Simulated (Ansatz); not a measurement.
# CHBrGe (SMILES [CH]#[Ge][Br]): what the fields show

```xyz
4

C    -3.4682   -0.2586    0.6387
Br   -0.3079   -1.8648    1.2774
Ge   -2.4783   -1.6854    0.5765
H    -4.4901    0.0316    0.3672
```

Geometry: PBE0-D3(BJ)/def2-SVP.

Method: isolated molecule in a Gaussian basis; Kohn-Sham density functional theory, functional PBE0 (Ansatz).

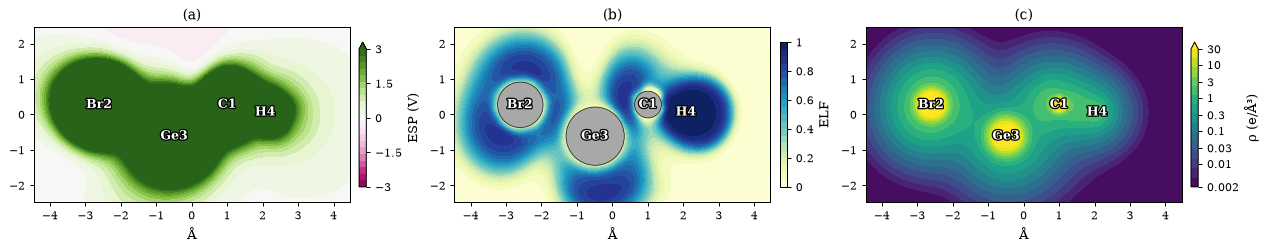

Figure 1. (a) molecular electrostatic potential; (b) ELF; (c) total electron density on the molecular plane. Grey discs cover the atomic cores in the ELF map.

> Read the bonding off the picture.

The plane passes through C, Br, Ge and H nuclei.
C–Ge (1.74 Å): ρ is about 1.1 e/Å³ halfway; the ELF peaks at about 0.80 in the valence shell of C, 0.6 Å from its nucleus, and is about 0.40 at the midpoint.
Ge–Br (2.29 Å): ρ at the midpoint is about 0.69 e/Å³; the ELF peaks at about 0.75 in the valence shell of Br, 1.0 Å from its nucleus, and is about 0.70 at the midpoint.
C–H (1.10 Å): ρ at the midpoint is about 2 e/Å³; the ELF climbs to about 1 towards the hydrogen, as it does in any bond to H (a covalent bond by its length).
The ELF also peaks beside Br2, away from the bonds: lone-pair regions.
Outside the dense part of the molecule the potential is most negative (−0.4 V) near C1.

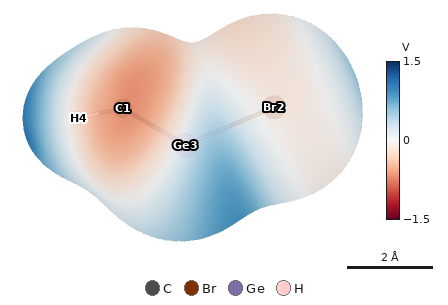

Figure 2. The molecular electrostatic potential painted on the density surface at 0.001 e/bohr³, seen across its widest extent; red is negative and blue positive.

> Which sites attract a positive test charge, and which a negative one?

A positive charge is drawn to the negative regions and a negative charge to the positive ones. The most negative region (about −0.7 V) lies over C1 and Ge3, the most positive (about +1.0 V) over H4. Br2 shows a σ-hole: about +0.6 V at the tip opposite its bond, against about −0.1 V on its flanks.

> What dipole moment does the calculation give?

Its dipole moment is 0.85 D.

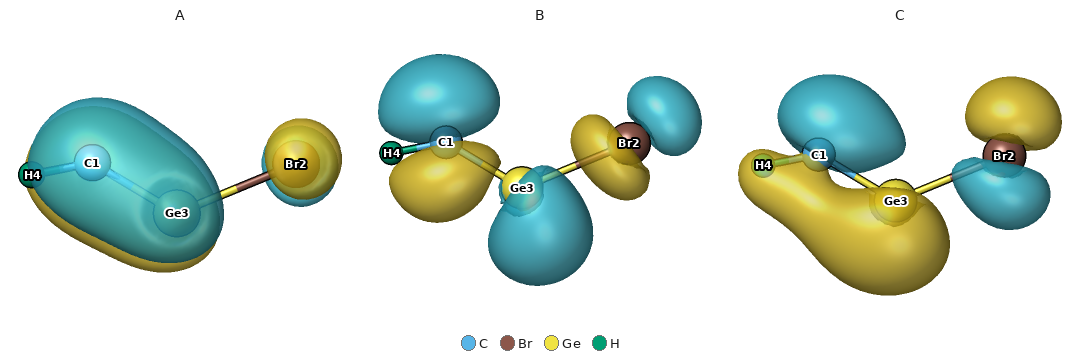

Figure 3. Three frontier orbitals at ±0.1 Å⁻³ᐟ² (yellow and cyan are the two phases), in no order.

> Order the three orbitals by energy and name them.

C is the HOMO−1 (−7.73 eV). By Hirshfeld shares it lies mainly on Ge3 (about 40 %), C1 (about 35 %) and Br2 (about 20 %); it is symmetric in the molecular plane (an in-plane orbital: σ, lone-pair or in-plane π type). A is the HOMO (−6.85 eV). By Hirshfeld shares it lies mainly on C1 (about 55 %), Ge3 (about 35 %) and Br2 (about 10 %); it changes sign across the molecular plane (π type); π-bonding across C1–Ge3. B is the LUMO (−3.84 eV). It lies mainly on C1 (about 45 %), Ge3 (about 35 %) and Br2 (about 15 %); it is symmetric in the molecular plane (an in-plane orbital: σ, lone-pair or in-plane π type).

> What is the HOMO–LUMO gap?

3.01 eV between the orbital energies.

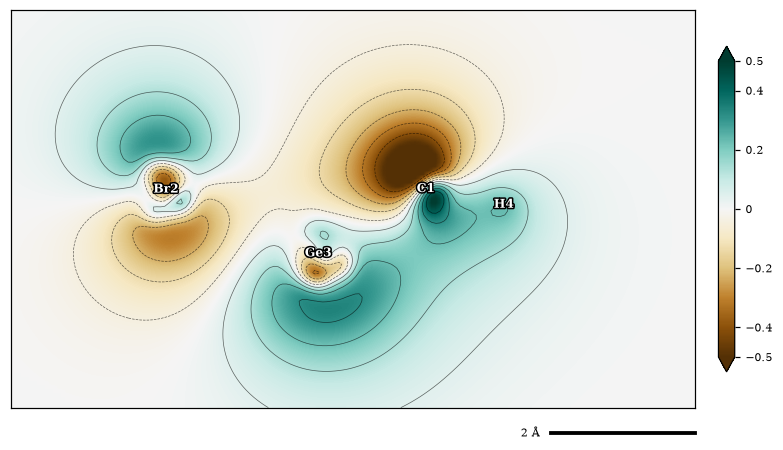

Figure 4. The HOMO−1 on the molecular plane (values in Å⁻³ᐟ²; the overall sign is arbitrary).

> What is the character of this orbital?

By Hirshfeld shares it lies mainly on Ge3 (about 40 %), C1 (about 35 %) and Br2 (about 20 %); it is symmetric in the molecular plane (an in-plane orbital: σ, lone-pair or in-plane π type). Its energy is −7.73 eV.
